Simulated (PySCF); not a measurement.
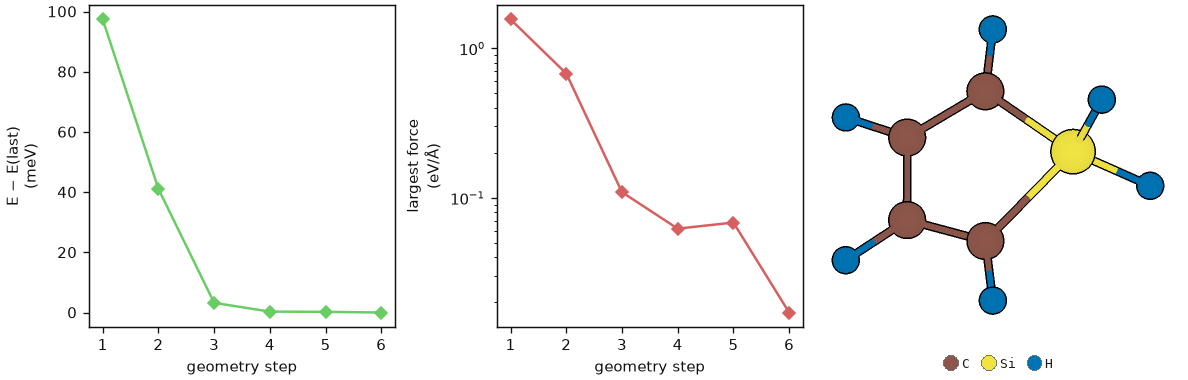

Beside the plot: the molecule at the start.

History of a geometry optimisation. The run: silole (SMILES C1=C[SiH2]C=C1), by PBE0-D3(BJ)/def2-SVP, geometry optimisation (PySCF 2.14.0, density fitting).

The optimisation met its thresholds at geometry 6, counting the start as the first. The energy fell by about 97 meV from the first step to the last. The largest force goes from about 1.6 eV/Å at the start to 0.017 eV/Å at the end.
